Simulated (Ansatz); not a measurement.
# BFH5NSi: the cost of one run

Method: RKS LDA/def2-SVP, in Ansatz 0.2.0.

1 further run of the same task is left out (it didn't finish).

### Step 1. The system as given

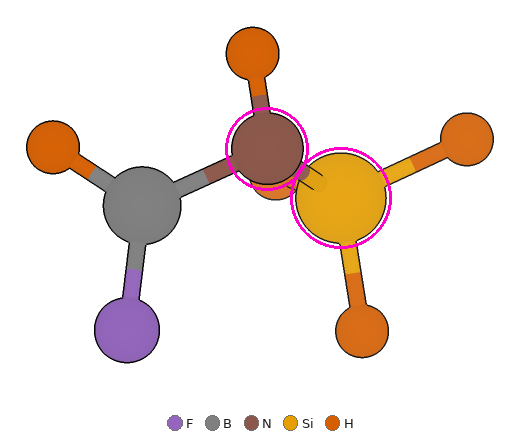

The starting structure, seen from a free direction (fluorine purple, boron grey, nitrogen brown, silicon amber, hydrogen orange). Ringed: N3, Si4.

Coordinates:

```xyz
9

F     0.1805    0.3770   -2.2799
B     0.8683    0.5446   -1.0570
N     0.1129    0.8782    0.2274
Si   -0.7579   -0.5437    0.6916
H     2.0552    0.4956   -1.0975
H     0.8724    1.0052    0.9817
H    -1.8187   -0.8116   -0.3351
H     0.0786   -1.7135    0.8340
H    -1.5028   -0.2782    2.0177
```

### Step 2. Relaxing end A

Input file input.yaml:

```yaml
crystal:
  periodic: [false, false, false]
  atoms:
    - { symbol: F, position_ang: [0.1805, 0.377, -2.2799] }
    - { symbol: B, position_ang: [0.8683, 0.5446, -1.057] }
    - { symbol: "N", position_ang: [0.1129, 0.8782, 0.2274] }
    - { symbol: Si, position_ang: [-0.7579, -0.5437, 0.6916] }
    - { symbol: H, position_ang: [2.0552, 0.4956, -1.0975] }
    - { symbol: H, position_ang: [0.8724, 1.0052, 0.9817] }
    - { symbol: H, position_ang: [-1.8187, -0.8116, -0.3351] }
    - { symbol: H, position_ang: [0.0786, -1.7135, 0.834] }
    - { symbol: H, position_ang: [-1.5028, -0.2782, 2.0177] }
basis:
  gaussian: { orbitals: def2-SVP }
hamiltonian:
  xc: lda
relax:
  f_tol: 0.015
  max_steps: 40
output:
  orbitals: {}
```

On the command line:

```console
> ansatz run input.yaml --threads 1 --pin off --max-ram 2048MiB --backend cpu --events-out ev --progress --plain --runs-dir out
```

**Question.** How long does this run take on 1 thread of Arm Neoverse V1, shared host, and how much memory does it need?

About 22 s, with a peak of 0.14 GiB.
